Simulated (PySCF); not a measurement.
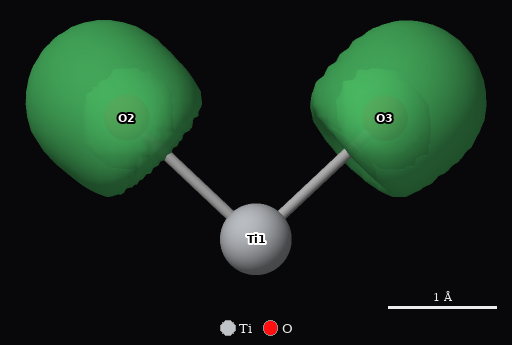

The picture shows: O$_{2}$Ti (charge +1, doublet). Isosurface of the ELF at 0.75 (green), seen across its widest extent. Core shells and regions of very low density are left out.

Geometry: PBE-D3(BJ)/def2-SVP; ⟨S²⟩ = 0.81, above the pure value of 0.75.

Method: DFT single point, gas phase, functional B3LYP (PySCF).

Question: What do the ELF domains correspond to?

Answer: The ELF exceeds this value in two regions wrapped around O (the valence shell of each).

Values along the shortest contacts:
Ti–O (1.65 Å): the ELF peaks at about 0.85 in the valence shell of O, 0.5 Å from its nucleus, and drops to about 0.35 between the two atoms.
